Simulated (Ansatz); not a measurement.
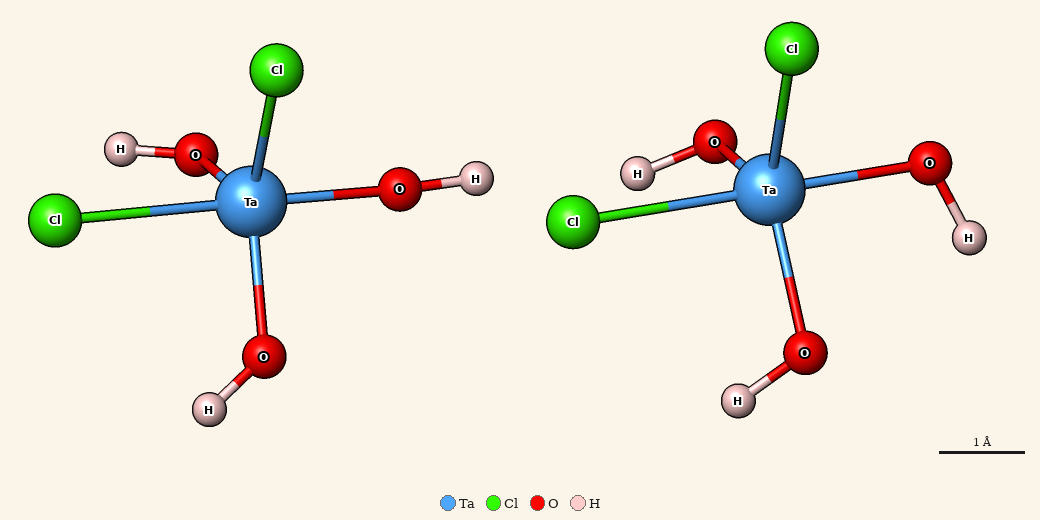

Two geometries of TaH₃O₃Cl₂, drawn at one scale. One is the start of a relaxation, the other its converged end. A ball-and-stick model, seen face on.

Computed with Ansatz, RHF/def2-SVP. Set-up: no spin polarisation; force threshold 0.02 eV/Å; at most 40 steps.

> Which of the two is the end point?

The left one is the relaxed one. The run prepares the start of a later molecular dynamics calculation, from a guessed geometry. The energy falls by 1.699 eV in 12 accepted moves (14 points after the start). The largest force component goes from 3.4 to 0.0012 eV/Å. The line search rejected the trial steps at points 5, 12 of the run. The forces were under the threshold at step 11, but the run went on from there. The largest move after the best rigid fit is that of an H atom, 0.78 Å. By element the largest moves are H 0.78 Å, O 0.33 Å, Cl 0.29 Å, Ta 0.16 Å. Among the contacts that change: O–Ta 2.020 → 1.855 Å, O–Ta 2.020 → 1.882 Å, Cl–Ta 2.470 → 2.350 Å, H–O 1.010 → 0.941 Å. Among the angles between lasting bonds that change: Ta–O–H 109.5° → 174.8°, Ta–O–H 109.5° → 130.4°, Ta–O–H 109.5° → 130.4°. Groups turn about O–Ta by about 30°.

Limits of the set-up: Hartree-Fock leaves out electron correlation.
